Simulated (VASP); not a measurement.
Band structure of ZrC (space group Fm-3m). Calculation: PBEsol GGA, VASP's PBE PAW potentials (set 64) (plane waves; VASP 6.6.1).

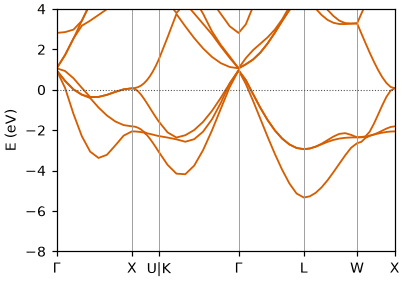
Bands along high-symmetry lines, zero at the valence-band maximum or, without a gap, the Fermi level

Q: Read the plot: is there a gap, and where are the band edges?

A: It has no gap at this level: it comes out as a metal or semimetal.

The structure is a typed ZrC crystal (Fm-3m). The cell was not relaxed at this level.
